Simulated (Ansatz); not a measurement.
# C₆H₁₇NSi: up Jacob's ladder to CCSD(T)

Aim: compute C₆H₁₇NSi with functionals from several rungs and with coupled cluster. The yardstick is the atomisation energy at the CCSD(T) limit.

Computed with Ansatz 0.2.0, Gaussian basis. Level: functionals in def2-TZVPP, the program's frozen cores in correlated methods.

Levels to be run: LDA (SPW92), PBE-D4, revPBE-D4, BLYP-D4, r2SCAN-D4, B97M-V, PBE0-D4, B3LYP-D4, r2SCANh-D4, r2SCAN0-D4, HSE06-D4, BHLYP-D4, CAM-B3LYP-D4, LC-ωPBE, ωB97X-V, ωB97M-V, B2PLYP, PBE-QIDH; CCSD(T)/def2-SVP; CCSD(T)/def2-TZVPP; MP2/def2-QZVPP; extrapolation to the limit; RPA on PBE.

## Step 1: The relaxed structure

An earlier PBE0-D4 in a triple-zeta def2 set relaxation fixed the geometry.

SMILES `CCN([SiH3])C(C)(C)C`, 25 atoms, charge 0, spin multiplicity 1.

Atoms are counted from 1 here; the program's logs count them from 0.

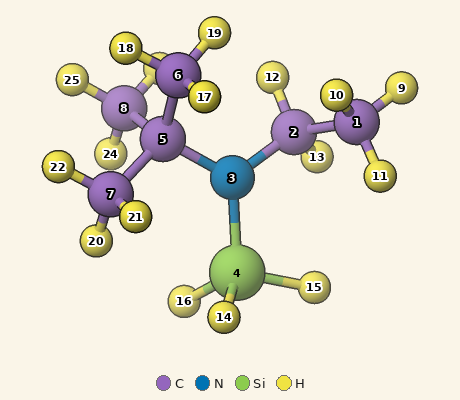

The structure; carbon purple, nitrogen blue, silicon green, hydrogen yellow; atoms are numbered from 1 in the order of the file.

## Step 2: LDA

This LDA is Slater exchange with PW92 correlation.

in.yaml

```yaml
crystal:
  periodic: [false, false, false]
  atoms:
    - {symbol: C, position_ang: [-0.279487, -2.534811, 0.771922]}
    - {symbol: C, position_ang: [-0.950418, -1.379072, 0.048710]}
    - {symbol: N, position_ang: [-0.431978, -0.070482, 0.430120]}
    - {symbol: Si, position_ang: [-1.175473, 0.729094, 1.762006]}
    - {symbol: C, position_ang: [0.439216, 0.620488, -0.531978]}
    - {symbol: C, position_ang: [1.593346, -0.281728, -0.967234]}
    - {symbol: C, position_ang: [1.035474, 1.854069, 0.136743]}
    - {symbol: C, position_ang: [-0.361238, 1.066271, -1.758756]}
    - {symbol: H, position_ang: [-0.707126, -3.491355, 0.457354]}
    - {symbol: H, position_ang: [0.793715, -2.555645, 0.574471]}
    - {symbol: H, position_ang: [-0.418907, -2.441614, 1.851827]}
    - {symbol: H, position_ang: [-0.843669, -1.508980, -1.031921]}
    - {symbol: H, position_ang: [-2.029266, -1.424327, 0.236164]}
    - {symbol: H, position_ang: [-0.210958, 1.213184, 2.786535]}
    - {symbol: H, position_ang: [-2.064889, -0.280583, 2.393680]}
    - {symbol: H, position_ang: [-2.012581, 1.908438, 1.379991]}
    - {symbol: H, position_ang: [2.187640, -0.586122, -0.103094]}
    - {symbol: H, position_ang: [2.244794, 0.253871, -1.661982]}
    - {symbol: H, position_ang: [1.241878, -1.180933, -1.476792]}
    - {symbol: H, position_ang: [0.259806, 2.557128, 0.456713]}
    - {symbol: H, position_ang: [1.635512, 1.578756, 1.006350]}
    - {symbol: H, position_ang: [1.677383, 2.385305, -0.568735]}
    - {symbol: H, position_ang: [-0.814255, 0.215125, -2.271929]}
    - {symbol: H, position_ang: [-1.162144, 1.747534, -1.461599]}
    - {symbol: H, position_ang: [0.280224, 1.582290, -2.477963]}
basis:
  gaussian: {orbitals: def2-TZVPP}
hamiltonian: {xc: lda}
output: {orbitals: {seedname: orbitals}}
```

Command:

```bash
$ ansatz run in.yaml --threads 4 --pin off --events-out ev --progress --plain --max-ram 46080MiB --backend cuda --devices 0, --max-vram 37GiB
```

Log, shortened:

```text
Functional definition: SPW92
  name "SPW92"
  cite "Dirac, Proc. Camb. Phil. Soc. 26, 376 (1930) doi:10.1017/S0305004100016108"
  cite "Slater, Phys. Rev. 81, 385 (1951) doi:10.1103/PhysRev.81.385"
  cite "Perdew & Wang, Phys. Rev. B 45, 13244 (1992) doi:10.1103/PhysRevB.45.13244"
[...]
2526 factors; their error is unknown
[...]
mean field -15765.09706524 eV, -579.3566311810 hartree, gradient 5.2e-5 eV, S^2 0.000000; 0 other end points of the search recorded, 0 dependent functions left out
reference -15765.09712078 eV, -579.3566332220 hartree; 37, 37 occupied and 460, 460 virtual orbitals, 2526 factors
Total energy: -15765.09712078 eV, -579.3566332220 hartree
```

Wall time 2.3 s (1 × H100 (card shared with other runs) with 4 threads of AMD EPYC 7R13, shared host); peak host memory 1.1 GiB.

With the free atoms at this level, -15653.592 eV in sum, the atomisation energy is 111.505 eV. HOMO -5.05 eV, LUMO -0.33 eV.

## Step 3: PBE-D4 (GGA)

Changes to in.yaml since step 2:

```diff
@@ -30,3 +30,3 @@
   gaussian: {orbitals: def2-TZVPP}
-hamiltonian: {xc: lda}
-output: {orbitals: {seedname: orbitals}}
+hamiltonian: {xc: pbe, dispersion: d4}
+output: {forces: true, orbitals: {seedname: orbitals}}
```

Launched as before.

Log, shortened:

```text
Functional definition: PBE
  name "PBE"
  cite "Perdew, Burke & Ernzerhof, Phys. Rev. Lett. 77, 3865 (1996) doi:10.1103/PhysRevLett.77.3865"
  parent pbe
[...]
2526 factors; their error is unknown
[...]
mean field -15855.29175034 eV, -582.6712247224 hartree, gradient 1.1e-5 eV, S^2 0.000000; 0 other end points of the search recorded, 0 dependent functions left out
[...]
Atom 21 at     1.677383     2.385305    -0.568735 Å, force     0.128567     0.111098    -0.132834 eV/Å
Atom 22 at    -0.814255     0.215125    -2.271929 Å, force    -0.091820    -0.165772    -0.109793 eV/Å
Atom 23 at    -1.162144     1.747534    -1.461599 Å, force    -0.157662     0.134285     0.049993 eV/Å
Atom 24 at     0.280224     1.582290    -2.477963 Å, force     0.114307     0.101838    -0.152313 eV/Å
Dipole moment:     0.124555    -0.055619    -0.244561 e Å
```

Wall time 3.4 s (1 × H100 (card shared with other runs) with 4 threads of AMD EPYC 7R13, shared host); peak host memory 1.1 GiB.

Atomisation energy: 99.936 eV (free atoms -15756.054 eV, run apart). HOMO -4.93 eV, LUMO -0.05 eV.

## Step 4: revPBE-D4 (GGA)

Changes to in.yaml since step 3:

```diff
@@ -30,3 +30,3 @@
   gaussian: {orbitals: def2-TZVPP}
-hamiltonian: {xc: pbe, dispersion: d4}
-output: {forces: true, orbitals: {seedname: orbitals}}
+hamiltonian: {xc: {name: revPBE}, dispersion: d4}
+output: {orbitals: {seedname: orbitals}}
```

Same command.

Log, shortened:

```text
Functional definition: revPBE
  name "revPBE"
  cite "Zhang & Yang, Phys. Rev. Lett. 80, 890 (1998) doi:10.1103/PhysRevLett.80.890"
  cite "Perdew, Burke & Ernzerhof, Phys. Rev. Lett. 77, 3865 (1996) doi:10.1103/PhysRevLett.77.3865"
[...]
2526 factors; their error is unknown
[...]
mean field -15866.19305204 eV, -583.0718401707 hartree, gradient 2.8e-5 eV, S^2 0.000000; 0 other end points of the search recorded, 0 dependent functions left out
reference -15866.19312737 eV, -583.0718429390 hartree; 37, 37 occupied and 460, 460 virtual orbitals, 2526 factors
Total energy: -15868.35526781 eV, -583.1513001346 hartree
```

Run time: 2.8 s. Hardware: 1 × H100 (card shared with other runs) with 4 threads of AMD EPYC 7R13, shared host; peak host memory 1.1 GiB.

With the free atoms at this level, -15770.271 eV in sum, the atomisation energy is 98.084 eV. HOMO -4.87 eV, LUMO 0.08 eV.

## Step 5: BLYP-D4 (GGA)

Changes to in.yaml since step 4:

```diff
@@ -30,3 +30,3 @@
   gaussian: {orbitals: def2-TZVPP}
-hamiltonian: {xc: {name: revPBE}, dispersion: d4}
+hamiltonian: {xc: {name: BLYP}, dispersion: d4}
 output: {orbitals: {seedname: orbitals}}
```

The command is unchanged.

Log, shortened:

```text
Functional definition: BLYP
  name "BLYP"
  cite "Becke, Phys. Rev. A 38, 3098 (1988) doi:10.1103/PhysRevA.38.3098"
  cite "Lee, Yang & Parr, Phys. Rev. B 37, 785 (1988) doi:10.1103/PhysRevB.37.785"
[...]
2526 factors; their error is unknown
[...]
mean field -15865.70673264 eV, -583.0539682623 hartree, gradient 3.6e-5 eV, S^2 0.000000; 0 other end points of the search recorded, 0 dependent functions left out
reference -15865.70724352 eV, -583.0539870369 hartree; 37, 37 occupied and 460, 460 virtual orbitals, 2526 factors
Total energy: -15867.21445698 eV, -583.1093761096 hartree
```

Wall time 2.3 s (1 × H100 (card shared with other runs) with 4 threads of AMD EPYC 7R13, shared host); peak host memory 1.1 GiB.

Atomisation energy: 98.092 eV (free atoms -15769.122 eV, run apart). HOMO -4.82 eV, LUMO 0.05 eV.

## Step 6: r2SCAN-D4 (meta-GGA)

Changes to in.yaml since step 5:

```diff
@@ -30,3 +30,3 @@
   gaussian: {orbitals: def2-TZVPP}
-hamiltonian: {xc: {name: BLYP}, dispersion: d4}
-output: {orbitals: {seedname: orbitals}}
+hamiltonian: {xc: r2scan, dispersion: d4}
+output: {forces: true, orbitals: {seedname: orbitals}}
```

Same command.

Log, shortened:

```text
Functional definition: r2SCAN
  name "r2SCAN"
  cite "Furness, Kaplan, Ning, Perdew & Sun, J. Phys. Chem. Lett. 11, 8208 (2020) doi:10.1021/acs.jpclett.0c02405"
  cite "Furness, Kaplan, Ning, Perdew & Sun, J. Phys. Chem. Lett. 11, 9248 (2020) doi:10.1021/acs.jpclett.0c03077"
  parent r2scan
[...]
2526 factors; their error is unknown
[...]
Atom 21 at     1.677383     2.385305    -0.568735 Å, force    -0.008819    -0.010582     0.006161 eV/Å
Atom 22 at    -0.814255     0.215125    -2.271929 Å, force     0.007957     0.013823     0.003472 eV/Å
Atom 23 at    -1.162144     1.747534    -1.461599 Å, force     0.007248    -0.004987     0.000429 eV/Å
Atom 24 at     0.280224     1.582290    -2.477963 Å, force    -0.007632    -0.004113     0.004638 eV/Å
Dipole moment:     0.128731    -0.058863    -0.250804 e Å
```

Run time: 3.3 s. Hardware: 1 × H100 (card shared with other runs) with 4 threads of AMD EPYC 7R13, shared host; peak host memory 1.1 GiB.

With the free atoms at this level, -15766.782 eV in sum, the atomisation energy is 98.578 eV. HOMO -5.16 eV, LUMO 0.43 eV.

## Step 7: B97M-V (meta-GGA)

Changes to in.yaml since step 6:

```diff
@@ -30,3 +30,3 @@
   gaussian: {orbitals: def2-TZVPP}
-hamiltonian: {xc: r2scan, dispersion: d4}
-output: {forces: true, orbitals: {seedname: orbitals}}
+hamiltonian: {xc: {name: B97M-V}}
+output: {orbitals: {seedname: orbitals}}
```

The command is unchanged.

Log, shortened:

```text
Functional definition: B97M-V
  name "B97M-V"
  cite "Mardirossian & Head-Gordon, J. Chem. Phys. 142, 074111 (2015) doi:10.1063/1.4907719"
  cite "Becke, J. Chem. Phys. 107, 8554 (1997) doi:10.1063/1.475007"
  cite "Vydrov & Van Voorhis, J. Chem. Phys. 133, 244103 (2010) doi:10.1063/1.3521275"
  # Of w^i u^j: cxij and so on, Table III.
[...]
  gx(w, u) = cx00 + cx01*u + cx02*u^2 + (cx10 + cx11*u)*w
[...]
  gos(w, u) = cos00 + cos01*u + cos03*u^3 + cos10*w + cos32*w^3*u^2
[...]
      + integral(e_c_pw_mod_opposite_spin*gos(b97_w_opposite, b97_u_opposite)) + vv10(b, c)
2526 factors; their error is unknown
[...]
mean field -15868.98894546 eV, -583.1745873587 hartree, gradient 4.0e-5 eV, S^2 0.000000; 0 other end points of the search recorded, 0 dependent functions left out
reference -15868.98902958 eV, -583.1745904498 hartree; 37, 37 occupied and 460, 460 virtual orbitals, 2526 factors
Total energy: -15868.98902958 eV, -583.1745904498 hartree
```

Wall time 3.6 s (1 × H100 (card shared with other runs) with 4 threads of AMD EPYC 7R13, shared host); peak host memory 1.2 GiB.

Atomisation energy: 98.702 eV (free atoms -15770.287 eV, run apart). HOMO -5.39 eV, LUMO 0.02 eV.

## Step 8: PBE0-D4 (hybrid)

Changes to in.yaml since step 7:

```diff
@@ -30,3 +30,3 @@
   gaussian: {orbitals: def2-TZVPP}
-hamiltonian: {xc: {name: B97M-V}}
+hamiltonian: {xc: pbe0, dispersion: d4}
 output: {orbitals: {seedname: orbitals}}
```

The command is unchanged.

Log, shortened:

```text
Functional definition: PBE0
  name "PBE0"
  cite "Adamo & Barone, J. Chem. Phys. 110, 6158 (1999) doi:10.1063/1.478522"
  cite "Perdew, Burke & Ernzerhof, Phys. Rev. Lett. 77, 3865 (1996) doi:10.1103/PhysRevLett.77.3865"
  parent pbe
[...]
2529 factors; their error is unknown
[...]
mean field -15857.64020591 eV, -582.7575288726 hartree, gradient 2.1e-5 eV, S^2 0.000000; 0 other end points of the search recorded, 0 dependent functions left out
reference -15857.64025025 eV, -582.7575305022 hartree; 37, 37 occupied and 460, 460 virtual orbitals, 2529 factors
Total energy: -15858.23909378 eV, -582.7795375958 hartree
```

Wall time 2.6 s (1 × H100 (card shared with other runs) with 4 threads of AMD EPYC 7R13, shared host); peak host memory 1.1 GiB.

With the free atoms at this level, -15759.288 eV in sum, the atomisation energy is 98.951 eV. HOMO -6.21 eV, LUMO 0.78 eV.

## Step 9: B3LYP-D4 (hybrid)

B3LYP here takes the VWN-RPA correlation.

Changes to in.yaml since step 8:

```diff
@@ -30,3 +30,3 @@
   gaussian: {orbitals: def2-TZVPP}
-hamiltonian: {xc: pbe0, dispersion: d4}
-output: {orbitals: {seedname: orbitals}}
+hamiltonian: {xc: {name: B3LYP}, dispersion: d4}
+output: {forces: true, orbitals: {seedname: orbitals}}
```

The command is unchanged.

Log, shortened:

```text
Functional definition: B3LYP
  name "B3LYP"
  cite "Stephens, Devlin, Chabalowski & Frisch, J. Phys. Chem. 98, 11623 (1994) doi:10.1021/j100096a001"
  cite "Becke, Phys. Rev. A 38, 3098 (1988) doi:10.1103/PhysRevA.38.3098"
  cite "Lee, Yang & Parr, Phys. Rev. B 37, 785 (1988) doi:10.1103/PhysRevB.37.785"
  cite "Vosko, Wilk & Nusair, Can. J. Phys. 58, 1200 (1980) doi:10.1139/p80-159"
[...]
2529 factors; their error is unknown
[...]
Atom 21 at     1.677383     2.385305    -0.568735 Å, force    -0.030410    -0.020262     0.053767 eV/Å
Atom 22 at    -0.814255     0.215125    -2.271929 Å, force     0.022193     0.066464     0.021086 eV/Å
Atom 23 at    -1.162144     1.747534    -1.461599 Å, force     0.042066    -0.038807    -0.035389 eV/Å
Atom 24 at     0.280224     1.582290    -2.477963 Å, force    -0.048696    -0.023099     0.028151 eV/Å
Dipole moment:     0.120173    -0.054245    -0.242791 e Å
```

It took 3 s on 1 × H100 (card shared with other runs) with 4 threads of AMD EPYC 7R13, shared host; peak host memory 1.1 GiB.

Atomisation energy: 98.724 eV (free atoms -15774.156 eV, run apart). HOMO -6.01 eV, LUMO 0.53 eV.

## Step 10: r2SCANh-D4 (hybrid)

Changes to in.yaml since step 9:

```diff
@@ -30,3 +30,3 @@
   gaussian: {orbitals: def2-TZVPP}
-hamiltonian: {xc: {name: B3LYP}, dispersion: d4}
-output: {forces: true, orbitals: {seedname: orbitals}}
+hamiltonian: {xc: {name: r2SCANh}, dispersion: d4}
+output: {orbitals: {seedname: orbitals}}
```

Same command.

Log, shortened:

```text
Functional definition: r2SCANh
  name "r2SCANh"
  cite "Bursch, Neugebauer, Ehlert & Grimme, J. Chem. Phys. 156, 134105 (2022) doi:10.1063/5.0086040"
  cite "Furness, Kaplan, Ning, Perdew & Sun, J. Phys. Chem. Lett. 11, 8208 (2020) doi:10.1021/acs.jpclett.0c02405"
  cite "Furness, Kaplan, Ning, Perdew & Sun, J. Phys. Chem. Lett. 11, 9248 (2020) doi:10.1021/acs.jpclett.0c03077"
  parent r2scan
[...]
2526 factors; their error is unknown
[...]
mean field -15864.87274734 eV, -583.0233198679 hartree, gradient 1.2e-5 eV, S^2 0.000000; 0 other end points of the search recorded, 0 dependent functions left out
reference -15864.87276293 eV, -583.0233204407 hartree; 37, 37 occupied and 460, 460 virtual orbitals, 2526 factors
Total energy: -15865.07805533 eV, -583.0308647973 hartree
```

It took 2.8 s on 1 × H100 (card shared with other runs) with 4 threads of AMD EPYC 7R13, shared host; peak host memory 1.1 GiB.

Atomisation energy: 98.250 eV (free atoms -15766.828 eV, run apart). HOMO -5.65 eV, LUMO 0.70 eV.

## Step 11: r2SCAN0-D4 (hybrid)

Changes to in.yaml since step 10:

```diff
@@ -30,3 +30,3 @@
   gaussian: {orbitals: def2-TZVPP}
-hamiltonian: {xc: {name: r2SCANh}, dispersion: d4}
+hamiltonian: {xc: {name: r2SCAN0}, dispersion: d4}
 output: {orbitals: {seedname: orbitals}}
```

Same command.

Log, shortened:

```text
Functional definition: r2SCAN0
  name "r2SCAN0"
  cite "Bursch, Neugebauer, Ehlert & Grimme, J. Chem. Phys. 156, 134105 (2022) doi:10.1063/5.0086040"
  cite "Furness, Kaplan, Ning, Perdew & Sun, J. Phys. Chem. Lett. 11, 8208 (2020) doi:10.1021/acs.jpclett.0c02405"
  cite "Furness, Kaplan, Ning, Perdew & Sun, J. Phys. Chem. Lett. 11, 9248 (2020) doi:10.1021/acs.jpclett.0c03077"
  parent r2scan
[...]
2529 factors; their error is unknown
[...]
mean field -15864.48219944 eV, -583.0089674973 hartree, gradient 1.2e-5 eV, S^2 0.000000; 0 other end points of the search recorded, 0 dependent functions left out
reference -15864.48221295 eV, -583.0089679938 hartree; 37, 37 occupied and 460, 460 virtual orbitals, 2529 factors
Total energy: -15864.70649519 eV, -583.0172102138 hartree
```

It took 2.6 s on 1 × H100 (card shared with other runs) with 4 threads of AMD EPYC 7R13, shared host; peak host memory 1.1 GiB.

Atomisation energy: 97.793 eV (free atoms -15766.913 eV, run apart). HOMO -6.38 eV, LUMO 1.09 eV.

## Step 12: HSE06-D4 (hybrid)

HSE06 is the plane-wave form, built on full-range PBE exchange.

Changes to in.yaml since step 11:

```diff
@@ -30,3 +30,3 @@
   gaussian: {orbitals: def2-TZVPP}
-hamiltonian: {xc: {name: r2SCAN0}, dispersion: d4}
+hamiltonian: {xc: hse06, dispersion: d4}
 output: {orbitals: {seedname: orbitals}}
```

Same command.

Log, shortened:

```text
Functional definition: HSE06
  name "HSE06"
  cite "Heyd, Scuseria & Ernzerhof, J. Chem. Phys. 118, 8207 (2003) doi:10.1063/1.1564060"
  cite "Krukau, Vydrov, Izmaylov & Scuseria, J. Chem. Phys. 125, 224106 (2006) doi:10.1063/1.2404663"
  cite "Heyd & Scuseria, J. Chem. Phys. 120, 7274 (2004) doi:10.1063/1.1668634"
  cite "Ernzerhof & Perdew, J. Chem. Phys. 109, 3313 (1998) doi:10.1063/1.476928"
[...]
2529 factors; their error is unknown
168 factors; integrals over basis functions are off by at most 3.0e-7 eV
[...]
mean field -15856.95027201 eV, -582.7321742693 hartree, gradient 6.0e-5 eV, S^2 0.000000; 0 other end points of the search recorded, 0 dependent functions left out
reference -15856.95033115 eV, -582.7321764428 hartree; 37, 37 occupied and 460, 460 virtual orbitals, 2529 factors
Total energy: -15857.50674019 eV, -582.7526240978 hartree
```

Wall time 2.6 s (1 × H100 (card shared with other runs) with 4 threads of AMD EPYC 7R13, shared host); peak host memory 1.3 GiB.

Atomisation energy: 98.992 eV (free atoms -15758.514 eV, run apart). HOMO -5.81 eV, LUMO 0.41 eV.

## Step 13: BHLYP-D4 (hybrid)

Changes to in.yaml since step 12:

```diff
@@ -30,3 +30,3 @@
   gaussian: {orbitals: def2-TZVPP}
-hamiltonian: {xc: hse06, dispersion: d4}
+hamiltonian: {xc: {name: BHLYP}, dispersion: d4}
 output: {orbitals: {seedname: orbitals}}
```

Same command.

Log, shortened:

```text
Functional definition: BHLYP
  name "BHLYP"
  cite "Becke, J. Chem. Phys. 98, 1372 (1993) doi:10.1063/1.464304"
  cite "Becke, Phys. Rev. A 38, 3098 (1988) doi:10.1103/PhysRevA.38.3098"
  cite "Lee, Yang & Parr, Phys. Rev. B 37, 785 (1988) doi:10.1103/PhysRevB.37.785"
[...]
2808 factors; their error is unknown
[...]
mean field -15865.71722825 eV, -583.0543539688 hartree, gradient 3.8e-5 eV, S^2 0.000000; 0 other end points of the search recorded, 0 dependent functions left out
reference -15865.71748188 eV, -583.0543632896 hartree; 37, 37 occupied and 460, 460 virtual orbitals, 2808 factors
Total energy: -15866.50914985 eV, -583.0834565509 hartree
```

Run time: 2.3 s. Hardware: 1 × H100 (card shared with other runs) with 4 threads of AMD EPYC 7R13, shared host; peak host memory 1.1 GiB.

Atomisation energy: 96.706 eV (free atoms -15769.803 eV, run apart). HOMO -7.45 eV, LUMO 1.51 eV.

## Step 14: CAM-B3LYP-D4 (range-separated)

Changes to in.yaml since step 13:

```diff
@@ -30,3 +30,3 @@
   gaussian: {orbitals: def2-TZVPP}
-hamiltonian: {xc: {name: BHLYP}, dispersion: d4}
+hamiltonian: {xc: {name: CAM-B3LYP}, dispersion: d4}
 output: {orbitals: {seedname: orbitals}}
```

Same command.

Log, shortened:

```text
Functional definition: CAM-B3LYP
  name "CAM-B3LYP"
  cite "Yanai, Tew & Handy, Chem. Phys. Lett. 393, 51 (2004) doi:10.1016/j.cplett.2004.06.011"
  cite "Iikura, Tsuneda, Yanai & Hirao, J. Chem. Phys. 115, 3540 (2001) doi:10.1063/1.1383587"
  cite "Becke, Phys. Rev. A 38, 3098 (1988) doi:10.1103/PhysRevA.38.3098"
  cite "Lee, Yang & Parr, Phys. Rev. B 37, 785 (1988) doi:10.1103/PhysRevB.37.785"
[...]
  # Exact exchange under (alpha + beta erf(omega r))/r, Becke's under what is left of 1/r.
[...]
2529 factors; their error is unknown
693 factors; integrals over basis functions are off by at most 1.1e-5 eV
[...]
mean field -15866.48598067 eV, -583.0826050992 hartree, gradient 3.9e-5 eV, S^2 0.000000; 0 other end points of the search recorded, 0 dependent functions left out
reference -15866.48616453 eV, -583.0826118558 hartree; 37, 37 occupied and 460, 460 virtual orbitals, 2529 factors
Total energy: -15867.09080237 eV, -583.1048318867 hartree
```

It took 2.4 s on 1 × H100 (card shared with other runs) with 4 threads of AMD EPYC 7R13, shared host; peak host memory 1.1 GiB.

Atomisation energy: 99.142 eV (free atoms -15767.949 eV, run apart). HOMO -7.58 eV, LUMO 1.65 eV.

## Step 15: LC-ωPBE (range-separated)

Changes to in.yaml since step 14:

```diff
@@ -30,3 +30,3 @@
   gaussian: {orbitals: def2-TZVPP}
-hamiltonian: {xc: {name: CAM-B3LYP}, dispersion: d4}
+hamiltonian: {xc: {name: LC-wPBE}}
 output: {orbitals: {seedname: orbitals}}
```

Launched as before.

Log, shortened:

```text
Functional definition: LC-wPBE
  name "LC-wPBE"
  cite "Vydrov & Scuseria, J. Chem. Phys. 125, 234109 (2006) doi:10.1063/1.2409292"
  cite "Heyd & Scuseria, J. Chem. Phys. 120, 7274 (2004) doi:10.1063/1.1668634"
  cite "Ernzerhof & Perdew, J. Chem. Phys. 109, 3313 (1998) doi:10.1063/1.476928"
  cite "Perdew, Burke & Ernzerhof, Phys. Rev. Lett. 77, 3865 (1996) doi:10.1103/PhysRevLett.77.3865"
  parent pbe
[...]
2526 factors; their error is unknown
849 factors; integrals over basis functions are off by at most 2.5e-5 eV
[...]
mean field -15863.74981006 eV, -582.9820526838 hartree, gradient 2.8e-5 eV, S^2 0.000000; 0 other end points of the search recorded, 0 dependent functions left out
reference -15863.74981007 eV, -582.9820526842 hartree; 37, 37 occupied and 460, 460 virtual orbitals, 2526 factors
Total energy: -15863.74981007 eV, -582.9820526842 hartree
```

Run time: 2.5 s. Hardware: 1 × H100 (card shared with other runs) with 4 threads of AMD EPYC 7R13, shared host; peak host memory 1.1 GiB.

With the free atoms at this level, -15765.532 eV in sum, the atomisation energy is 98.218 eV. HOMO -8.89 eV, LUMO 2.88 eV.

## Step 16: ωB97X-V (range-separated)

Changes to in.yaml since step 15:

```diff
@@ -30,3 +30,3 @@
   gaussian: {orbitals: def2-TZVPP}
-hamiltonian: {xc: {name: LC-wPBE}}
+hamiltonian: {xc: {name: wB97X-V}}
 output: {orbitals: {seedname: orbitals}}
```

Launched as before.

Log, shortened:

```text
Functional definition: wB97X-V
  name "wB97X-V"
  cite "Mardirossian & Head-Gordon, Phys. Chem. Chem. Phys. 16, 9904 (2014) doi:10.1039/C3CP54374A"
  cite "Becke, J. Chem. Phys. 107, 8554 (1997) doi:10.1063/1.475007"
  cite "Vydrov & Van Voorhis, J. Chem. Phys. 133, 244103 (2010) doi:10.1063/1.3521275"
[...]
      + integral(e_c_pw_opposite_spin*poly(b97_u_opposite, cos0, cos1)) + vv10(b, c)
2529 factors; their error is unknown
671 factors; integrals over basis functions are off by at most 8.4e-6 eV
[...]
mean field -15867.65013427 eV, -583.1253869550 hartree, gradient 4.0e-5 eV, S^2 0.000000; 0 other end points of the search recorded, 0 dependent functions left out
reference -15867.65013146 eV, -583.1253868517 hartree; 37, 37 occupied and 460, 460 virtual orbitals, 2529 factors
Total energy: -15867.65013146 eV, -583.1253868517 hartree
```

It took 3.5 s on 1 × H100 (card shared with other runs) with 4 threads of AMD EPYC 7R13, shared host; peak host memory 1.2 GiB.

With the free atoms at this level, -15768.772 eV in sum, the atomisation energy is 98.879 eV. HOMO -8.58 eV, LUMO 2.66 eV.

[end of part 1 of 2]
